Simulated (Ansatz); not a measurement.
HfO2 (space group Fm-3m, No. 225): a calculation's input that goes back to an entry of the Crystallography Open Database (an earlier step may have relaxed or displaced it).

```cif
data_structure
_symmetry_space_group_name_H-M 'Fm-3m'
_symmetry_Int_Tables_number 225
_cell_length_a 5.1150
_cell_length_b 5.1150
_cell_length_c 5.1150
_cell_angle_alpha 90.000
_cell_angle_beta 90.000
_cell_angle_gamma 90.000
_cell_volume 133.82
loop_
_atom_site_label
_atom_site_type_symbol
_atom_site_symmetry_multiplicity
_atom_site_Wyckoff_symbol
_atom_site_fract_x
_atom_site_fract_y
_atom_site_fract_z
_atom_site_occupancy
Hf1 Hf 4 a 0.00000 0.00000 0.00000 1
O1 O 8 c 0.25000 0.75000 0.75000 1
```

Describe the stacking along [111], with columns A (0, 0), B (1/3, 2/3), C (2/3, 1/3) of the hexagonal mesh spanned by (a − b)/2 and (b − c)/2.

Hf(A) – O(B) – O(A) – Hf(B) – O(C) – O(B) – Hf(C) – O(A) – O(C) (nine layers in 8.86 Å).

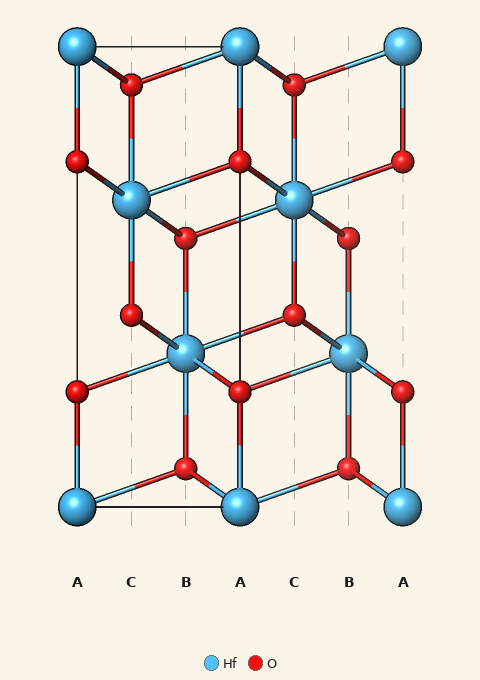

Projection along an edge of the hexagonal mesh, stacking direction [111] upwards. The dashed lines mark the three columns A (0, 0), B (1/3, 2/3) and C (2/3, 1/3). The box is the hexagonal cell of the face-centred cubic lattice. The sequence starts with the first layer at or above the cell's origin.
